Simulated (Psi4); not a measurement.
**singlet C2H2FSi− at 3 levels**

Aim: a comparison of 3 runs (DSD-PBEP86/def2-SVPD, M06-2X/def2-SVPD, wB97X-V/def2-SVPD) of singlet C2H2FSi−. 

Program for the calculation: Psi4 1.11.

## 1. The structure to begin with

C2H2FSi−: 6 atoms, total charge -1, spin state singlet. As SMILES of the parent species, `C#C[SiH]F`. Geometry: relaxed at PBE0-D4/def2-TZVP. That shape belongs to the parent species and isn't relaxed for this state.

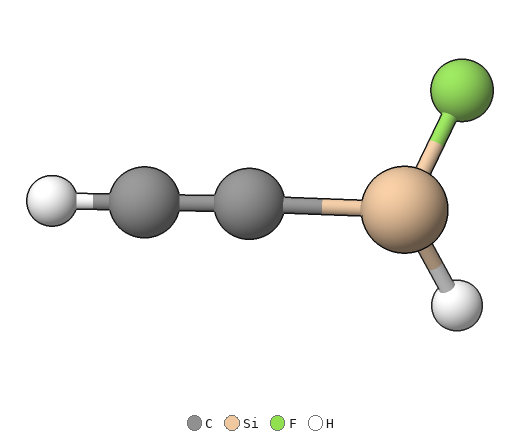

The structure, seen from a chosen angle (carbon grey, silicon light orange, fluorine green, hydrogen white).

## 2. A single-point energy at DSD-PBEP86/def2-SVPD (density fitting for correlation) (run 1)

The input, c2h2fsi.inp:

```
memory 2.2 GB

molecule {
  -1 1
  C      0.118100    -0.680000    -1.605700
  C      0.120400    -0.213700    -0.490100
  Si     0.338300     0.466700     1.168800
  F     -0.478000    -0.412300     2.226800
  H      0.100300    -1.089200    -2.590300
  H     -0.157100     1.864400     1.244300
  symmetry c1
  no_reorient
  no_com
}

set {
  basis                def2-SVPD
  puream               true
  e_convergence        1e-09
  d_convergence        1e-08
  scf_type             pk
  dft_radial_points    99
  dft_spherical_points 590
  num_frozen_docc      8
}

E, wfn = energy("dsd-pbep86", return_wfn=True)
```

The run is started by

```sh
$ psi4 c2h2fsi.inp c2h2fsi.out -n 1
```

c2h2fsi.out:

```text
[...]
  Running in c1 symmetry.
[...]
  Nuclear repulsion =  130.576000701221858
[...]
  Multiplicity = 1
[...]
  Nalpha       = 19
  Nbeta        = 19
[...]
    Number of basis functions: 103
[...]
   @RKS iter   1:  -465.41799994212442   -7.85895e-01   5.19644e-03 DIIS/ADIIS
[...]
   @RKS iter  14:  -465.59484744452078   -7.33280e-12   5.16644e-09 DIIS
[...]
  @RKS Final Energy:  -465.59484744452078
   => Energetics <=
    Nuclear Repulsion Energy =            130.5760007012218580
    One-Electron Energy =                -910.7348117827590386
    Two-Electron Energy =                 326.8183891255661138
    DFT Exchange-Correlation Energy =     -12.2544254885497743
    Empirical Dispersion Energy =           0.0000000000000000
    VV10 Nonlocal Energy =                  0.0000000000000000
    Total Energy =                       -465.5948474445207808
[...]
 Multipole Moments:
 ------------------------------------------------------------------------------------
     Multipole            Electronic (a.u.)      Nuclear  (a.u.)        Total (a.u.)
 ------------------------------------------------------------------------------------
 L = 1.  Multiply by 2.5417464519 to convert [e a0] to [Debye]
 Dipole X            :         -4.4238683            3.4173807           -1.0064876
 Dipole Y            :          2.9231495           -3.3332879           -0.4101384
 Dipole Z            :        -44.4676737           42.4878463           -1.9798273
 Magnitude           :                                                    2.2585277
[...]
```

It took 14 s on 1 thread of AMD EPYC 9R45 (Zen 5), shared host; peak memory 0.87 GiB.

## 3. The energy at M06-2X/def2-SVPD (run 2)

The input, calc.inp:

```
memory 2200 mb

molecule {
  -1 1
  C      0.118100    -0.680000    -1.605700
  C      0.120400    -0.213700    -0.490100
  Si     0.338300     0.466700     1.168800
  F     -0.478000    -0.412300     2.226800
  H      0.100300    -1.089200    -2.590300
  H     -0.157100     1.864400     1.244300
  symmetry c1
}

set {
  puream               true
  e_convergence        1e-09
  d_convergence        1e-08
  scf_type             pk
  dft_radial_points    99
  dft_spherical_points 590
}

e_tot, wfn = energy("m06-2x/def2-SVPD", return_wfn=True)
oeprop(wfn, "QUADRUPOLE", "MAYER_INDICES", "WIBERG_LOWDIN_INDICES")
```

The run is started by

```sh
$ psi4 calc.inp calc.out -n 1
```

calc.out:

```text
[...]
  Running in c1 symmetry.
[...]
  Nuclear repulsion =  130.576000701221830
[...]
  Multiplicity = 1
[...]
  Nalpha       = 19
  Nbeta        = 19
[...]
    Number of basis functions: 103
[...]
   @RKS iter   1:  -466.16589534678866   -5.50244e-01   6.33561e-03 DIIS/ADIIS
[...]
   @RKS iter  14:  -466.42461825383259   -4.43379e-12   3.11035e-09 DIIS
[...]
  @RKS Final Energy:  -466.42461825383259
   => Energetics <=
    Nuclear Repulsion Energy =            130.5760007012218296
    One-Electron Energy =                -910.9584974559834336
    Two-Electron Energy =                 334.5384929439351822
    DFT Exchange-Correlation Energy =     -20.5806144430061266
    Empirical Dispersion Energy =           0.0000000000000000
    VV10 Nonlocal Energy =                  0.0000000000000000
    Total Energy =                       -466.4246182538325911
[...]
 Multipole Moments:
 ------------------------------------------------------------------------------------
     Multipole            Electronic (a.u.)      Nuclear  (a.u.)        Total (a.u.)
 ------------------------------------------------------------------------------------
 L = 1.  Multiply by 2.5417464519 to convert [e a0] to [Debye]
 Dipole X            :         -1.1897090            0.3634083           -0.8263007
 Dipole Y            :         -1.6889857            1.1874886           -0.5014971
 Dipole Z            :          3.3948768           -3.9704923           -0.5756155
 Magnitude           :                                                    1.1249913
 L = 2.  Multiply by 1.3450342976 to convert [e a0^2] to [Debye ang]
 Quadrupole XX       :        -43.9788620           13.4865846          -30.4922774
 Quadrupole XY       :        -12.0125461           10.8389250           -1.1736211
[...]
```

Wall time 33 s (1 thread of AMD EPYC 9R45 (Zen 5), shared host); peak memory 0.97 GiB.

## 4. The energy at wB97X-V/def2-SVPD (run 3)

The input, c2h2fsi.py:

```python
import psi4

psi4.set_memory('2200 MB')
psi4.set_num_threads(1)
psi4.set_output_file('psi4.out', False)

m = psi4.geometry("""
-1 1
C      0.118100    -0.680000    -1.605700
C      0.120400    -0.213700    -0.490100
Si     0.338300     0.466700     1.168800
F     -0.478000    -0.412300     2.226800
H      0.100300    -1.089200    -2.590300
H     -0.157100     1.864400     1.244300
units angstrom
symmetry c1
""")

psi4.set_options({
    'basis': 'def2-SVPD',
    'puream': True,
    'e_convergence': 1e-09,
    'd_convergence': 1e-08,
    'scf_type': 'pk',
    'dft_radial_points': 99,
    'dft_spherical_points': 590,
})

energy_value, wavefunction = psi4.energy('wb97x-v', molecule=m, return_wfn=True)
print(f'total energy {energy_value:.8f} hartree = {energy_value * 27.211386:.5f} eV')
```

The run is started by

```sh
$ python c2h2fsi.py
```

psi4.out:

```text
[...]
  Running in c1 symmetry.
[...]
  Nuclear repulsion =  130.576000701221830
[...]
  Multiplicity = 1
[...]
  Nalpha       = 19
  Nbeta        = 19
[...]
    Number of basis functions: 103
[...]
   @RKS iter   1:  -466.18782368982272   -7.73290e-01   5.80244e-03 ADIIS/DIIS
[...]
   @RKS iter  15:  -466.39888653434213   -3.46745e-12   1.57748e-09 DIIS
[...]
  @RKS Final Energy:  -466.39888653434213
   => Energetics <=
    Nuclear Repulsion Energy =            130.5760007012218296
    One-Electron Energy =                -910.7983390127872099
    Two-Electron Energy =                 344.8944958759740302
    DFT Exchange-Correlation Energy =     -31.2258038241580138
    Empirical Dispersion Energy =           0.0000000000000000
    VV10 Nonlocal Energy =                  0.1547597254072384
    Total Energy =                       -466.3988865343421253
[...]
 Multipole Moments:
 ------------------------------------------------------------------------------------
     Multipole            Electronic (a.u.)      Nuclear  (a.u.)        Total (a.u.)
 ------------------------------------------------------------------------------------
 L = 1.  Multiply by 2.5417464519 to convert [e a0] to [Debye]
 Dipole X            :         -1.2468744            0.3634083           -0.8834661
 Dipole Y            :         -1.7100231            1.1874886           -0.5225345
 Dipole Z            :          3.3055975           -3.9704923           -0.6648948
 Magnitude           :                                                    1.2229635
[...]
```

On the terminal:

```text
total energy -466.39888653 hartree = -12691.36013 eV
```

Run time: 69 s. Hardware: 1 thread of AMD EPYC 9R45 (Zen 5), shared host; peak memory 0.98 GiB.

## 5. The series

```tsv
run	level	fitting correlation	frozen core orbitals	energy (Eh)	HOMO energy (eV)	LUMO energy (eV)	HOMO–LUMO gap (eV)	wall time
1	DSD-PBEP86/def2-SVPD (density fitting for correlation)	density fitting	8	-465.893973	-0.31	5.55	5.86	14 s
2	M06-2X/def2-SVPD	–	0	-466.424618	0.10	4.70	4.61	33 s
3	wB97X-V/def2-SVPD	–	0	-466.398887	-1.06	5.98	7.04	69 s
```

## 6. What came out

```
                                                    quantity          value
                                         run 3: total energy  -466.39889 Eh
                                          run 3: HOMO energy       -1.06 eV
                                          run 3: LUMO energy        5.98 eV
run 3: HOMO–LUMO gap (to an unbound level, set by the basis)        7.04 eV
```

The HOMO–LUMO gap runs from 4.61 eV (M06-2X/def2-SVPD) to 7.04 eV (wB97X-V/def2-SVPD). The empty levels of an anion lie above zero and hang on the basis. Totals of different functionals can't be ranked against each other. In run 2 the HOMO lies above zero, from self-interaction, a short basis or an electron that isn't bound. All runs together took 1.9 min, the longest 69 s.
